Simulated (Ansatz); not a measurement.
# Sc2Ag3: relaxing a made-up structure, part 2 of 2

Starting from a made-up structure for Sc2Ag3, the aim is the relaxed cell, its shortest contacts and, where a second run follows, its electronic structure.

Ansatz 0.2.0; DFT, PBEsol, plane-wave PAW, files of the set soft_1, scalar-relativistic, no spin, cell and ions relaxed at zero pressure; PAW set soft_1 (the session's first sound run).

So far: The structure; Relaxing cell and atoms.

**2. Relaxing cell and atoms (continued)**

Relaxation path:

```tsv
step	energy less that of the first step (eV)	largest force component (eV/Å)	pressure (GPa)	volume (Å³)
1	0.0000	0.4243	-0.36	104.27
2	0.0026	0.4572	0.49	104.52
3	-0.0275	0.0168	-0.06	104.41
4	-0.0278	0.0073	0.09	104.20
5	-0.0278	0.0069	-0.09	104.43
6	-0.0279	0.0018	0.00	104.32
7*	-0.0279	0.0019	0.00	104.32
```

Relaxation steps marked * repeat the geometry before them on a plane-wave basis chosen anew for their cell, so energy and pressure can jump there. Relaxation step 2 was tried and not accepted.

The run keeps the 12 symmetry operations that it works with, so distortions that break them were not tested.

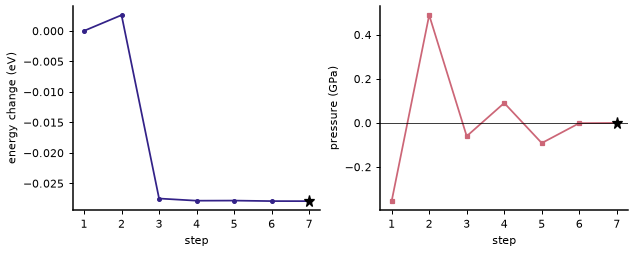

Energy and pressure along the relaxation. Stars mark steps on a basis chosen anew.

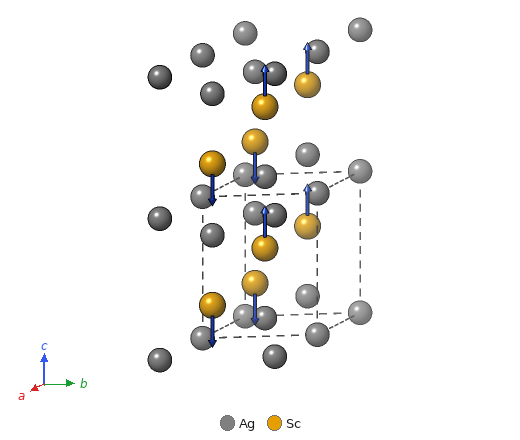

Displacements in the relaxation, exaggerated, measured against the changing cell; the longest in the cell stands for 0.05 Å. 2×1×2 cells are drawn. Some periodic images of atoms are drawn too.

```tsv
conventional cell, symmetrised	before	after	change
a (Å)	4.592	4.569	-0.5 %
b (Å)	4.592	4.569	-0.5 %
c (Å)	5.710	5.771	+1.1 %
volume (Å³/atom)	20.85	20.86	+0.0 %
```

The atoms that moved most (Å, as changes of fractional coordinates times the final cell):

```tsv
atom	dx	dy	dz	length
Sc5	0.000	0.000	-0.053	0.053
Sc4	0.000	0.000	0.053	0.053
```

Final coordinates:

```xyz
5
Lattice="4.5687 0.0000 0.0000 -2.2844 3.9567 0.0000 0.0000 0.0000 5.7707" Properties=species:S:1:pos:R:3 pbc="T T T"
Ag    0.0000    0.0000    0.0000
Ag    0.0000    2.6378    1.0192
Ag    2.2844    1.3189    4.7515
Sc    0.0000    2.6378    3.9341
Sc    2.2844    1.3189    1.8366
```

This step gave:

```
free energy             : -26789.8629 eV
energy at zero smearing : -26789.8426 eV
smearing term TS        : 0.04053 eV
Fermi energy            : 12.78 eV
electrons               : 79
symmetry operations     : 12
pressure                : -4.67e-4 GPa
```

Shortest distances by pair of elements, guess and relaxed (not always the same contact):

```tsv
pair	guess (Å)	relaxed (Å)
Ag–Sc	2.787	2.762
Ag–Ag	2.838	2.828
Sc–Sc	3.303	3.370
```

The relaxation ends with a largest force component of 0.0019 eV/Å and a pressure of 0.00 GPa.

**3. Bands of the relaxed cell**

With the geometry fixed, one more self-consistent run, with a narrower smearing and the mesh shown in its input, gives the bands, and its pressure, and its forces where symmetry allows any, show how far the geometry depends on these settings.

This step: DFT, PBEsol, plane-wave PAW, files of the set soft_1, scalar-relativistic, no spin, bands and density of states at the relaxed cell; PAW set soft_1 (Ansatz 0.2.0).

input.yaml reads:

```yaml
crystal:
  lattice:
    - [4.5687495457, 0.0, 0.0]
    - [-2.2843747729, 3.9566531701, 0.0]
    - [0.0, 0.0, 5.7707480504]
  atoms:
    - { symbol: Ag, position: [0.0, 0.0, 0.0] }
    - { symbol: Ag, position: [0.3333333333, 0.6666666667, 0.1766176748] }
    - { symbol: Ag, position: [0.6666666667, 0.3333333333, 0.8233823252] }
    - { symbol: Sc, position: [0.3333333333, 0.6666666667, 0.681732129] }
    - { symbol: Sc, position: [0.6666666667, 0.3333333333, 0.318267871] }
kpoints:
  mp_grid: { grid: [8, 8, 6] }
  band_path:
    path:
      - [[0.0, 0.0, 0.0], [0.5, 0.0, 0.0], [0.33333333, 0.33333333, 0.0], [0.0, 0.0, 0.0], [0.0, 0.0, 0.5], [0.5, 0.0, 0.5], [0.33333333, 0.33333333, 0.5], [0.0, 0.0, 0.5]]
      - [[0.5, 0.0, 0.5], [0.5, 0.0, 0.0]]
      - [[0.33333333, 0.33333333, 0.0], [0.33333333, 0.33333333, 0.5]]
    npoints: 8
scf:
  occupations: { method: fermi_dirac, width: 0.03 }
  n_extra_bands: 9
hamiltonian:
  xc: pbesol
  pseudopotentials: { kind: paw, azcp: { folder: soft_1 }, xc_functional: pbe }
output:
  forces: true
  stress: true
  write_bands: true
  dos: { projected: true }
  write_density: true
  write_potential: true
  elf: true
  volumetric_format: npy
```

Command:

```
$ ansatz run input.yaml --threads 4 --pin off --max-ram 8192MiB --backend cpu --events-out ev --progress --plain --runs-dir out
```

Numbers of over 12 decimals in the logs are rounded to 6 here.

Log:

```text
[...]
Crystal: 5 atoms, lattice volume = 104.318 Å³
Basis set: ecut = 420 eV, 2065 PW (Γ), exchange–correlation on 64×64×80 points (8 copies of the dense FFT grid, shifted against one another)
Bands: 49, of which v1, the nominal top of the filled ones, is band 40 counted from 1 (39 counted from 0)
Symmetry: 12 space group operations
[...]
k-points: 50 of 384
[...]
SCF iter   1: F=—  HF=-26797.860243 eV  |F-HF|=—  |Δ(HF+E_count)|=         —  Δρ=1.96e-1  dr2=7.17e1  ethr=3.10e-3  ⟨swp⟩=3.7  Hψ=7068  notcnv=0
[...]
SCF iter  11: F=-26789.846866 eV  HF=-26789.846866 eV  |F-HF|=1.33e-8  |Δ(HF+E_count)|=   2.05e-7  Δρ=4.81e-6  dr2=2.48e-8  ethr=1.27e-10  ⟨swp⟩=12.8  Hψ=16538  notcnv=0
SCF 1 converged in 11 iterations: F = -26789.846866 eV  dr2 = 2.48e-8
[...]
NSCF: frozen V_eff on 75 k-points
SCF converged after 11 iterations
Free energy (F): -26789.846866 eV
[...]
Internal energy: -26789.832269 eV  (E = F + TS)
E sigma→0 (E₀):  -26789.839568 eV
Entropy (-TS):   -0.014598 eV (-2.920 meV/atom)
Fermi energy:    12.783725 eV
[...]
--- Forces (eV/Å), atoms counted from 1 ---
  atom   1  Ag     0.00000000     0.00000000     0.00000000
  atom   2  Ag     0.00000000     0.00000000    -0.00484398
  atom   3  Ag    -0.00000000    -0.00000000     0.00484398
  atom   4  Sc    -0.00000000    -0.00000000    -0.02008187
  atom   5  Sc     0.00000000     0.00000000     0.02008187
  max |Σ_I F_I| component: 9.25e-18 eV/Å
--- Stress (GPa, compression-positive) ---
       -0.026557       0.000000      -0.000000
        0.000000      -0.026557      -0.000000
        0.000000      -0.000000      -0.043448
  P = ⅓ Tr σ = -0.0322 GPa (-0.322 kbar)
--- Band table (eV; the first three rows and the last of 50) ---
  k-point 0: bands = [... 36 lower, 10.1178, 11.8475, 13.0722, 13.0722, 13.6116, 13.6116, 14.3259, 14.3259, ... 5 higher]
  k-point 1: bands = [... 36 lower, 9.7221, 12.0258, 13.0290, 13.0290, 13.4754, 13.4754, 14.3729, 14.3729, ... 5 higher]
  k-point 2: bands = [... 36 lower, 9.0006, 12.2784, 12.9520, 12.9520, 13.2491, 13.2491, 14.3719, 14.4886, ... 5 higher]
  k-point 49: bands = [... 36 lower, 10.1688, 10.9592, 11.3658, 11.5367, 12.5233, 13.3473, 14.1033, 14.1609, ... 5 higher]
```

Run time: 8.1 s. Hardware: 4 threads of Arm Neoverse V1, shared host; peak memory 0.59 GiB; 31 s of CPU time.

Reading the cycles: dr2 is the Hartree energy of the density residual (eV), the measure of convergence; HF is the Harris–Foulkes estimate of the energy, which meets the free energy F at convergence.

This step gave:

```
free energy             : -26789.8469 eV
energy at zero smearing : -26789.8396 eV
smearing term TS        : 0.01460 eV
pressure                : -0.03219 GPa
```

bands.tsv at the labelled points (eV, zero at the Fermi level; the bands that come nearest the Fermi level along the path):

```
point  band 36  band 37  band 38  band 39  band 40  band 41  band 42  band 43
    Γ    -3.94    -2.67    -0.94     0.29     0.29     0.83     0.83     1.54
    M    -3.82    -3.00    -0.97     0.14     0.26     0.37     0.53     1.02
    K    -2.97    -2.97    -2.53     0.29     0.29     0.39     0.78     0.99
    Γ    -3.94    -2.67    -0.94     0.29     0.29     0.83     0.83     1.54
    A    -3.93    -3.93    -0.39     0.13     0.13     0.37     0.37     1.33
    L    -3.54    -2.82    -1.83    -1.44    -0.15    -0.02     0.72     1.25
    H    -2.44    -2.44    -2.38    -1.33    -1.33    -0.34     0.55     1.34
    A    -3.93    -3.93    -0.39     0.13     0.13     0.37     0.37     1.33
    L    -3.54    -2.82    -1.83    -1.44    -0.15    -0.02     0.72     1.25
    M    -3.82    -3.00    -0.97     0.14     0.26     0.37     0.53     1.02
    K    -2.97    -2.97    -2.53     0.29     0.29     0.39     0.78     0.99
    H    -2.44    -2.44    -2.38    -1.33    -1.33    -0.34     0.55     1.34
```

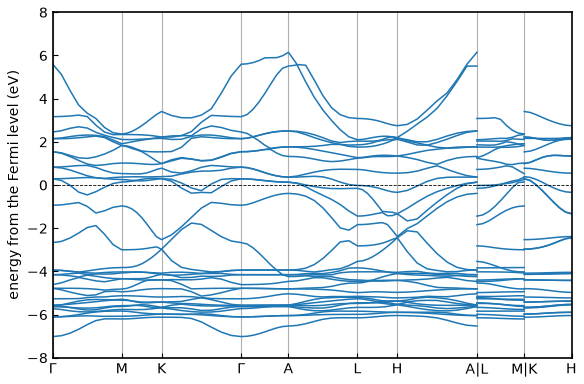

Bands along the path. 20 bands lie wholly below the window drawn.

States per cell as run, both spins, in windows of 1 eV, from dos.tsv (zero at the Fermi level):

```
from  to  total
  -8  -7   0.00
  -7  -6   3.24
  -6  -5  15.03
  -5  -4  11.32
  -4  -3   2.66
  -3  -2   1.71
  -2  -1   2.00
  -1   0   3.06
   0   1   5.26
   1   2   5.94
```

A further 40.0 states lie below the table's range.

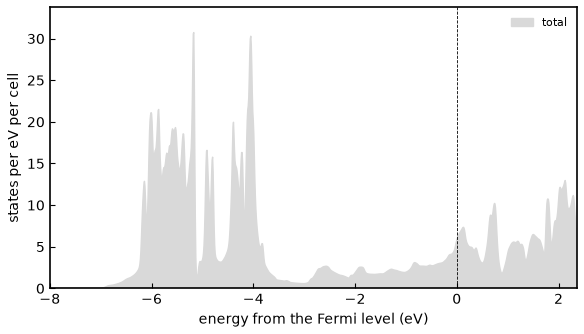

Total density of states, smoothed over about 0.04 eV.

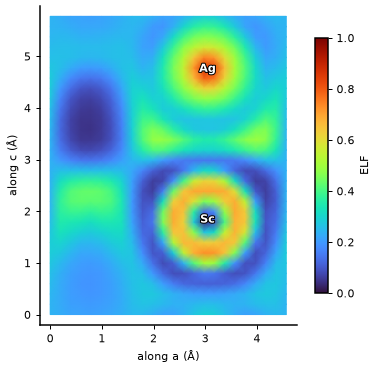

ELF in the ac plane at fractional y = 0.333, with atoms of Ag and Sc within 0.2 Å of it. It is the smooth field of the valence electrons, not physical close to the nuclei.

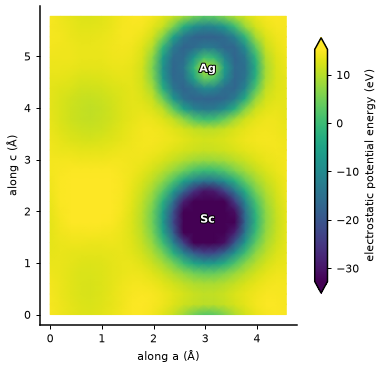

Electrostatic potential energy in the ac plane at fractional y = 0.333, with atoms of Ag and Sc within 0.2 Å of it. With pseudopotentials it is smooth inside the atoms' cores, unlike the true potential.

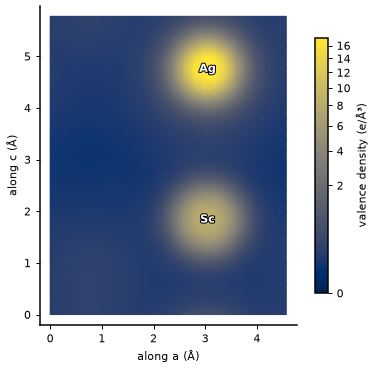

Valence density in the ac plane at fractional y = 0.333, with atoms of Ag and Sc within 0.2 Å of it. It is the smooth field of the valence electrons, not physical close to the nuclei. The colour scale is stretched toward low values.

**4. What came out**

```json
{"space group, relaxed": "P-3m1", "conventional cell": "a = 4.569, b = 4.569, c = 5.771 Å; α = 90.0°, β = 90.0°, γ = 120.0°", "volume per atom": "20.86 Å³ (guess 20.85)"}
```

Sc2Ag3 relaxes to P-3m1 with a = 4.569, b = 4.569 and c = 5.771 Å. The guessed volume was near the relaxed one. The space group P-3m1 was held in the relaxation, so the end point is a stationary structure within it and may be a saddle against distortions or other arrangements. Bands cross the Fermi level, so it is a metal or semimetal at this level. The electron count is odd, which forces that without spin polarisation or a larger cell. On the 8×8×6 mesh with the narrower smearing (relaxed on 7×7×5) the largest force component is 0.020 eV/Å and the largest stress component is 0.043 GPa, against the relaxation's thresholds of 0.015 eV/Å and 0.05 GPa. The cutoff wasn't tested. No dispersion term is used, so weakly bound directions may come out too long. The runs have no spin, and magnetism wasn't tested. Nothing here tests whether the compound is stable against decomposition.

[Logs are printed without paths, hosts, clocks, repeated set-up lines and the standing remarks that a program may print on its own settings, such as how far it seeks lower states.]

[Hosts, paths, dates, database ids (printed as entryN), source tags and the programs' standing remarks are cut or masked in the printed files.]
